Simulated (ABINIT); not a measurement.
# SrIr2 (Fd-3m): zone-centre phonons, part 2 of 2

Aim: the zone-centre modes of SrIr2 (Fd-3m).

ABINIT 10.8.3; DFT LDA, scalar-relativistic, plane waves, PseudoDojo norm-conserving pseudopotentials.

So far. Step 3 (Relaxation): The volume changes by -4.6 % in this run and stands -4.6 % from the first cell. Step 4 (Ground state): The cell stands at -0.35 GPa: the relaxation ran with a smoothed and higher cutoff, and the difference is a stress of the finite basis. The relaxed cell has a = 7.580 Å (conventional setting).

The database entry behind the starting cell differs from later determinations by our own check (an axis about 1.2 % short against later determinations), so it need not match the best structure at ambient conditions.

**5. Zone-centre response**

At q = 0 one unit cell holds all displacements. The response is solved for single atoms along the cell's directions, and symmetry skips those that follow from others. The crystal is treated as a metal, which screens a static field, so no field response is asked.

The input, dfpt_gamma.abi:

```

# common to the responses
getwfk_filepath "gso_WFK"
kptopt 2
nqpt 1
qpt 0.0 0.0 0.0
asr 0
chneut 0

# displacements
rfphon 1
rfatpol 1 6
rfdir 1 1 1
tolvrs 1.0d-10
prtwf 0

# basis, mesh and filling
ecut 30.0
ngkpt 6 6 6
nshiftk 1
shiftk 0.0 0.0 0.0
istwfk *1
occopt 7
tsmear 0.01
nband 57
nstep 100
diemac 1000000.0
prtebands 0
prtgsr 0
useylm 1

# cell and atoms
acell 3*1.0 Angstrom
rprim 
    0.0 3.789783293 3.789783293
    3.789783293 0.0 3.789783293
    3.789783293 3.789783293 0.0
ntypat 2
znucl 38 77
natom 6
typat 1 1 2 2 2 2
xred 
    0.0 0.0 0.0
    0.25 0.25 0.25
    0.625 0.625 0.625
    0.125 0.625 0.625
    0.625 0.625 0.125
    0.625 0.125 0.625
pp_dirpath "./pseudo"
pseudos "Sr.upf, Ir.upf"
```

Started as:

```bash
$ OMP_NUM_THREADS=1 mpirun -n 16 abinit dfpt_gamma.abi > dfpt_gamma.log
```

Numbers of over 12 decimals in the logs are rounded to 6 here.

dfpt_gamma.abo, the main output file:

```text
[banners, grids, parts of the stress and lines that vanish by symmetry left out]
- input  file    -> dfpt_gamma.abi
- output file    -> dfpt_gamma.abo
- root for input  files -> dfpt_gammai
- root for output files -> dfpt_gammao

 Symmetries : space group Fd -3 m (#227); Bravais cF (face-center cubic)
================================================================================
 Values of the parameters that define the memory need of the present run (RF).
     intxc =       0      iscf =       7    lmnmax =      32     lnmax =       8
     mgfft =      50  mpssoang =       4    mqgrid =    3001     natom =       6
  nloc_mem =       1    nspden =       1   nspinor =       1    nsppol =       1
      nsym =      48    n1xccc =    2501    ntypat =       2    occopt =       7
   xclevel =       1
-    mband =          57        mffmem =           1         mkmem =           7
-   mkqmem =           7        mk1mem =           7           mpw =        5793
      nfft =      125000          nkpt =         112
- my_mband =          57
================================================================================
================================================================================

--------------------------------------------------------------------------------
------------- Echo of variables that govern the present computation ------------
--------------------------------------------------------------------------------
-
- outvars: echo of selected default values
-   iomode0 =  0 , fftalg0 =312 , wfoptalg0 =  0
-
- outvars: echo of global parameters not present in the input file
-  max_nthreads =    1
-
 -outvars: echo values of preprocessed input variables
 [... echo left out ...]
================================================================================

 chkinp: Checking input parameters for consistency.

[...]
== DATASET  1 ==================================================================
-   mpi_nproc: 16, omp_nthreads: 1 (-1 if OMP is not activated)

--- !DatasetInfo
iteration_state: {dtset: 1, }
dimensions: {natom: 6, nkpt: 112, mband: 57, nsppol: 1, nspinor: 1, nspden: 1, mpw: 5793, }
cutoff_energies: {ecut:  30.0, pawecutdg:  -1.0, }
electrons: {nelect:   8.80000000E+01, charge:   0.00000000E+00, occopt:   7.00000000E+00, tsmear:   1.00000000E-02, }
meta: {optdriver: 1, rfphon: 1, }
...

 mkfilename: getwfk from: gso_WFK

 Real(R)+Recip(G) space primitive vectors, cartesian coordinates (Bohr,Bohr^-1):
 R(1)=  0.0000000  7.1616525  7.1616525  G(1)= -0.0698163  0.0698163  0.0698163
 R(2)=  7.1616525  0.0000000  7.1616525  G(2)=  0.0698163 -0.0698163  0.0698163
 R(3)=  7.1616525  7.1616525  0.0000000  G(3)=  0.0698163  0.0698163 -0.0698163
 Unit cell volume ucvol=  7.3463181E+02 bohr^3
 Angles (23,13,12)=  6.00000000E+01  6.00000000E+01  6.00000000E+01 degrees
 setup1 : take into account q-point for computing boxcut.

 getcut: wavevector=  0.0000  0.0000  0.0000  ngfft=  50  50  50
         ecut(hartree)=     30.000   => boxcut(ratio)=   2.00304

--- Pseudopotential description ------------------------------------------------
- pspini: atom type   1  psp file is ./pseudo/Sr.upf

- pspini: atom type   2  psp file is ./pseudo/Ir.upf

   1.18528518E+04                                ecore*ucvol(ha*bohr**3)
--------------------------------------------------------------------------------

 ==>  initialize data related to q vector <==

 The list of irreducible perturbations for this q vector is:
    1)    idir= 1    ipert=   1
    2)    idir= 1    ipert=   3

[...]
The perturbation idir=   2  ipert=   1 is
 symmetric of a previously calculated perturbation.
 So, its SCF calculation is not needed.

 The perturbation idir=   3  ipert=   1 is
 symmetric of a previously calculated perturbation.
 So, its SCF calculation is not needed.

 The perturbation idir=   1  ipert=   2 is
 symmetric of a previously calculated perturbation.
 So, its SCF calculation is not needed.

 The perturbation idir=   2  ipert=   2 is
 symmetric of a previously calculated perturbation.
 So, its SCF calculation is not needed.

[...]
The perturbation idir=   2  ipert=   6 is
 symmetric of a previously calculated perturbation.
 So, its SCF calculation is not needed.

 The perturbation idir=   3  ipert=   6 is
 symmetric of a previously calculated perturbation.
 So, its SCF calculation is not needed.

--------------------------------------------------------------------------------
 Perturbation wavevector (in red.coord.)   0.000000  0.000000  0.000000
 Perturbation : displacement of atom   1   along direction   1
 Found     2 symmetries that leave the perturbation invariant.

[...]
dfpt_looppert : total number of electrons, from k and k+q
  fully or partially occupied states are    8.800000E+01 and    8.800000E+01.
 Initialisation of the first-order wave-functions :
  ireadwf=   0

--- !BeginCycle
iteration_state: {dtset: 1, }
solver: {iscf: 7, nstep: 100, nline: 4, wfoptalg: 0, }
tolerances: {tolvrs: 1.00E-10, }
...

     iter   2DEtotal(Ha)        deltaE(Ha) residm    vres2
-ETOT  1   11.696530400716     -2.580E+03 7.863E+00 1.301E+04
 ETOT  2   12.798937138008      1.102E+00 4.343E+00 1.402E+04
 ETOT  3   16.205847186468      3.407E+00 1.226E+00 2.380E+04
 ETOT  4   7.875511     -8.330E+00 2.371E+00 2.823E+01
 ETOT  5   7.868892     -6.620E-03 8.978E-01 2.068E-01
[...]
At SCF step   15       vres2   =  8.87E-13 < tolvrs=  1.00E-10 =>converged.
[...]
Mean square residual over all n,k,spin=   10.159E-05; max=  29.979E-02

 Thirteen components of 2nd-order total energy (hartree) are
 1,2,3: 0th-order hamiltonian combined with 1st-order wavefunctions
     kin0=   1.96976354E+03 eigvalue=   8.18379348E+01  local=  -1.61290583E+03
 4,5,6: 1st-order hamiltonian combined with 1st and 0th-order wfs
 loc psp =  -2.20120058E+03  Hartree=   7.40897289E+02     xc=  -1.66310797E+02
 note that "loc psp" includes a xc core correction that could be resolved
 7,8,9: eventually, occupation + non-local contributions
    edocc=   2.42533473E+02     enl0=   1.32800714E+03   enl1=  -2.96644493E+03
 1-9 gives the relaxation energy (to be shifted if some occ is /=2.0)
   erelax=  -2.58382275E+03
 10,11,12 Non-relaxation  contributions : frozen-wavefunctions and Ewald
 fr.local=   6.60615115E+02 fr.nonlo=   1.48750624E+03  Ewald=   4.56215428E+02
 13,14 Frozen wf xc core corrections (1) and (2)
 frxc 1  =  -3.00205476E+02  frxc 2 =   2.87560241E+02
 Resulting in :
 2DEtotal=    0.7868798279E+01 Ha. Also 2DEtotal=    0.214120909268E+03 eV
    (2DErelax=   -2.5838227518E+03 Ha. 2DEnonrelax=    2.5916915501E+03 Ha)
    (  non-var. 2DEtotal :    7.8687981871E+00 Ha)

[...]
Perturbation wavevector (in red.coord.)   0.000000  0.000000  0.000000
 Perturbation : displacement of atom   3   along direction   1
 Found     2 symmetries that leave the perturbation invariant.

--------------------------------------------------------------------------------

--------------------------------------------------------------------------------

 dfpt_looppert : total number of electrons, from k and k+q
  fully or partially occupied states are    8.800000E+01 and    8.800000E+01.
 Initialisation of the first-order wave-functions :
  ireadwf=   0

--- !BeginCycle
iteration_state: {dtset: 1, }
solver: {iscf: 7, nstep: 100, nline: 4, wfoptalg: 0, }
tolerances: {tolvrs: 1.00E-10, }
...

     iter   2DEtotal(Ha)        deltaE(Ha) residm    vres2
-ETOT  1   13.722671899095     -9.833E+03 8.863E+00 1.497E+04
[...]
ETOT 12   7.634099      4.529E-10 2.622E-02 1.136E-09
 ETOT 13   7.634099     -1.819E-10 1.594E-02 3.059E-11

 At SCF step   13       vres2   =  3.06E-11 < tolvrs=  1.00E-10 =>converged.
[...]
Mean square residual over all n,k,spin=   67.468E-07; max=  15.940E-03

 Thirteen components of 2nd-order total energy (hartree) are
 1,2,3: 0th-order hamiltonian combined with 1st-order wavefunctions
     kin0=   7.77469595E+03 eigvalue=   2.52845731E+02  local=  -4.87517293E+03
 4,5,6: 1st-order hamiltonian combined with 1st and 0th-order wfs
 loc psp =  -1.44296962E+04  Hartree=   3.91489385E+03     xc=  -4.84880560E+02
 note that "loc psp" includes a xc core correction that could be resolved
 7,8,9: eventually, occupation + non-local contributions
    edocc=   5.71512472E+02     enl0=   2.68527713E+03   enl1=  -5.24864709E+03
 1-9 gives the relaxation energy (to be shifted if some occ is /=2.0)
   erelax=  -9.83917166E+03
 10,11,12 Non-relaxation  contributions : frozen-wavefunctions and Ewald
 fr.local=   5.94788194E+03 fr.nonlo=   2.63011949E+03  Ewald=   1.12934107E+03
 13,14 Frozen wf xc core corrections (1) and (2)
 frxc 1  =  -8.84238342E+02  frxc 2 =   1.02370159E+03
 Resulting in :
 2DEtotal=    0.7634098737E+01 Ha. Also 2DEtotal=    0.207734409383E+03 eV
    (2DErelax=   -9.8391716550E+03 Ha. 2DEnonrelax=    9.8468057538E+03 Ha)
    (  non-var. 2DEtotal :    7.6341006609E+00 Ha)

[...]
---- first-order wavefunction calculations are completed ----

 ==> Compute Derivative Database <==

 [... matrices left out ...]
  Phonon wavevector (reduced coordinates) :  0.00000  0.00000  0.00000
 Phonon energies in Hartree :
  -1.997922E-05 -1.997922E-05 -1.997922E-05  2.237203E-04  2.237203E-04
   2.237203E-04  2.691946E-04  2.691946E-04  4.330646E-04  4.330646E-04
   4.330646E-04  7.218509E-04  7.218509E-04  7.218509E-04  7.638135E-04
   7.638135E-04  7.638135E-04  9.315441E-04
 Phonon frequencies in cm-1    :
- -4.384931E+00 -4.384931E+00 -4.384931E+00  4.910092E+01  4.910092E+01
-  4.910092E+01  5.908138E+01  5.908138E+01  9.504670E+01  9.504670E+01
-  9.504670E+01  1.584280E+02  1.584280E+02  1.584280E+02  1.676377E+02
-  1.676377E+02  1.676377E+02  2.044503E+02

== END DATASET(S) ==============================================================
================================================================================

 -outvars: echo values of variables after computation
            acell      1.8897261259E+00  1.8897261259E+00  1.8897261259E+00 Bohr
           etotal      7.6340987374E+00
            fcart      0.0000000000E+00  0.0000000000E+00  0.0000000000E+00
           strten      0.0000000000E+00  0.0000000000E+00  0.0000000000E+00
================================================================================
```

The job ended after 7.5 min (16 MPI ranks of Arm Neoverse N1, shared host; 2 h of CPU time).

Numbers from this step:

* largest acoustic frequency at the zone centre before the sum rule: -4.38 cm⁻¹
* highest optical zone-centre mode (no LO-TO term): 204.4 cm⁻¹
* lowest optical zone-centre mode: 49.1 cm⁻¹

The acoustic modes at Γ come out as far as 4.4 cm⁻¹ from zero, where they should vanish, a small numerical error.

**6. Modes with the sum rule**

anaddb reads the merged derivatives and imposes the acoustic sum rule.

The input, anaddb.abi:

```
ddb_filepath "gamma_DDB"
output_file "anaddb.abo"
outdata_prefix "anaddb"
asr 1
chneut 1
enunit 2
eivec 1
nph1l 1
qph1l 0.0 0.0 0.0 1.0
```

The input, mrgddb.in:

```
gamma_DDB
merged
2
dfpt_gammao_DDB
gso_DDB
```

Started as:

```bash
$ mrgddb < mrgddb.in > mrgddb.log
$ OMP_NUM_THREADS=1 anaddb anaddb.abi > anaddb.log
```

anaddb.abo, the main output file:

```text
[banners, grids, parts of the stress and lines that vanish by symmetry left out]
-outvars_anaddb: echo values of input variables ----------------------

 Miscellaneous information :
[...]
Phonon wavevector (reduced coordinates) :  0.00000  0.00000  0.00000
 Phonon energies in Hartree :
[...]
Phonon energies in meV     :
- -6.240414E-04 -6.207783E-04 -6.108844E-04  6.122946E+00  6.122946E+00
-  6.122946E+00  7.357488E+00  7.357488E+00  1.180441E+01  1.180441E+01
-  1.180441E+01  1.963447E+01  1.963447E+01  1.963447E+01  2.076911E+01
-  2.076911E+01  2.076911E+01  2.535984E+01
 Phonon frequencies in cm-1    :
- -5.033233E-03 -5.006915E-03 -4.927115E-03  4.938489E+01  4.938489E+01
-  4.938489E+01  5.934214E+01  5.934214E+01  9.520901E+01  9.520901E+01
-  9.520901E+01  1.583627E+02  1.583627E+02  1.583627E+02  1.675142E+02
-  1.675142E+02  1.675142E+02  2.045409E+02
 Phonon frequencies in Thz     :
- -1.508925E-04 -1.501035E-04 -1.477112E-04  1.480522E+00  1.480522E+00
-  1.480522E+00  1.779033E+00  1.779033E+00  2.854294E+00  2.854294E+00
-  2.854294E+00  4.747594E+00  4.747594E+00  4.747594E+00  5.021948E+00
-  5.021948E+00  5.021948E+00  6.131981E+00
 Phonon energies in Kelvin  :
- -7.241700E-03 -7.203833E-03 -7.089019E-03  7.105384E+01  7.105384E+01
-  7.105384E+01  8.538010E+01  8.538010E+01  1.369845E+02  1.369845E+02
-  1.369845E+02  2.278486E+02  2.278486E+02  2.278486E+02  2.410155E+02
-  2.410155E+02  2.410155E+02  2.942887E+02
[...]
-  1  0.00000000E+00  0.00000000E+00 -7.62323903E-04
-     0.00000000E+00  0.00000000E+00  0.00000000E+00
-  2  0.00000000E+00  0.00000000E+00 -7.62323903E-04
-     0.00000000E+00  0.00000000E+00  0.00000000E+00
-  3  0.00000000E+00  0.00000000E+00 -7.62252374E-04
-     0.00000000E+00  0.00000000E+00  0.00000000E+00
-  4  0.00000000E+00  0.00000000E+00 -7.62252374E-04
-     0.00000000E+00  0.00000000E+00  0.00000000E+00
-  5  0.00000000E+00  0.00000000E+00 -7.62252374E-04
-     0.00000000E+00  0.00000000E+00  0.00000000E+00
-  6  0.00000000E+00  0.00000000E+00 -7.62252374E-04
-     0.00000000E+00  0.00000000E+00  0.00000000E+00
[...]
-  1  0.00000000E+00 -7.62323903E-04  0.00000000E+00
-     0.00000000E+00  0.00000000E+00  0.00000000E+00
-  2  0.00000000E+00 -7.62323903E-04  0.00000000E+00
-     0.00000000E+00  0.00000000E+00  0.00000000E+00
-  3  0.00000000E+00 -7.62252374E-04  0.00000000E+00
-     0.00000000E+00  0.00000000E+00  0.00000000E+00
-  4  0.00000000E+00 -7.62252374E-04  0.00000000E+00
-     0.00000000E+00  0.00000000E+00  0.00000000E+00
-  5  0.00000000E+00 -7.62252374E-04  0.00000000E+00
[...]
-  6  0.00000000E+00 -7.62252374E-04  0.00000000E+00
[...]
-  1  7.62323903E-04  0.00000000E+00  0.00000000E+00
[...]
-  2  7.62323903E-04  0.00000000E+00  0.00000000E+00
[...]
-  5  0.00000000E+00  0.00000000E+00  0.00000000E+00
-     0.00000000E+00  0.00000000E+00  0.00000000E+00
-  6  0.00000000E+00  0.00000000E+00  0.00000000E+00
-     0.00000000E+00  0.00000000E+00  0.00000000E+00
[...]
-  1  1.76930753E-03  0.00000000E+00  0.00000000E+00
-     0.00000000E+00  0.00000000E+00  0.00000000E+00
-  2 -1.76930753E-03  0.00000000E+00  0.00000000E+00
-     0.00000000E+00  0.00000000E+00  0.00000000E+00
-  3  0.00000000E+00  0.00000000E+00  0.00000000E+00
-     0.00000000E+00  0.00000000E+00  0.00000000E+00
-  4  0.00000000E+00  0.00000000E+00  0.00000000E+00
-     0.00000000E+00  0.00000000E+00  0.00000000E+00
-  5  0.00000000E+00  0.00000000E+00  0.00000000E+00
-     0.00000000E+00  0.00000000E+00  0.00000000E+00
-  6  0.00000000E+00  0.00000000E+00  0.00000000E+00
-     0.00000000E+00  0.00000000E+00  0.00000000E+00
[...]
1.0 -1.0  1.0 -1.0  1.0 -1.0  1.0 -1.0  1.0 -1.0  1.0 -1.0  1.0 -1.0  1.0 -1.0
  1.0 -1.0  1.0 -1.0  1.0 -1.0  1.0 -1.0  1.0 -1.0  1.0 -1.0  1.0 -1.0  1.0 -1.0
-
```

Elapsed: 0.56 s, on 1 thread.

Numbers from this step:

```yaml
highest_optical_zone_centre_mode_no_lo_to_term: 204.5 cm⁻¹
lowest_optical_zone_centre_mode: 49.38 cm⁻¹
```

No LO-TO term; unit eigenvectors of the mass-weighted matrix, from anaddb's displacements. The modes at Γ (shares of kinetic energy by element, %):

| mode | frequency (cm⁻¹) | symmetry | Sr % | Ir % |
| --- | --- | --- | --- | --- |
| 1 | 0.0 | acoustic | 19 | 81 |
| 2 | 0.0 | acoustic | 19 | 81 |
| 3 | 0.0 | acoustic | 19 | 81 |
| 4 | 49.4 | T1u | 10 | 90 |
| 5 | 49.4 | T1u | 10 | 90 |
| 6 | 49.4 | T1u | 10 | 90 |
| 7 | 59.3 | Eu | 0 | 100 |
| 8 | 59.3 | Eu | 0 | 100 |
| 9 | 95.2 | T2u | 0 | 100 |
| 10 | 95.2 | T2u | 0 | 100 |
| 11 | 95.2 | T2u | 0 | 100 |
| 12 | 158.4 | T1u | 71 | 29 |
| 13 | 158.4 | T1u | 71 | 29 |
| 14 | 158.4 | T1u | 71 | 29 |
| 15 | 167.5 | T2g | 100 | 0 |
| 16 | 167.5 | T2g | 100 | 0 |
| 17 | 167.5 | T2g | 100 | 0 |
| 18 | 204.5 | A2u | 0 | 100 |

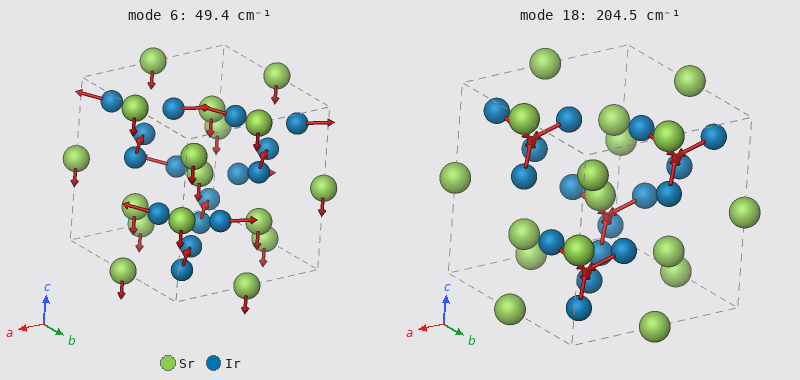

Displacement patterns of modes 6 and 18 at Γ; arrows are exaggerated. Some periodic images of atoms are drawn too.

The rule moves no optical mode by more than 0.3 cm⁻¹.

**7. Results**

```json
{
  "space group after relaxation": "Fd-3m",
  "volume per atom": "18.1 Å³",
  "highest optical zone-centre mode (no LO-TO term)": "204.5 cm⁻¹",
  "lowest optical zone-centre mode": "49.4 cm⁻¹",
  "imaginary optical modes at the zone centre (no q mesh in this session)": "none"
}
```

**Reading.** At the LDA level the optical modes of SrIr2 (Fd-3m) at the zone centre run from 49 to 205 cm⁻¹. The base run prints -0.35 GPa, mostly the error of a finite basis; the relaxation, with a smoothed and higher cutoff, had brought the cell to rest. These are harmonic frequencies at zero temperature: anharmonic shifts and linewidths and thermal expansion are left out. Spin-orbit coupling is left out, which can matter for the heavy elements here. In a metal the frequencies hang on the k mesh and the smearing, most of all near Kohn anomalies.

[Host names and launcher messages were left out of these logs when they were recorded.]

[Logs are printed without paths, hosts, clocks, repeated set-up lines and the standing remarks that a program may print on its own settings, such as how far it seeks lower states.]

[Hosts, paths, dates, database ids (printed as entryN), source tags and the programs' standing remarks are cut or masked in the printed files.]
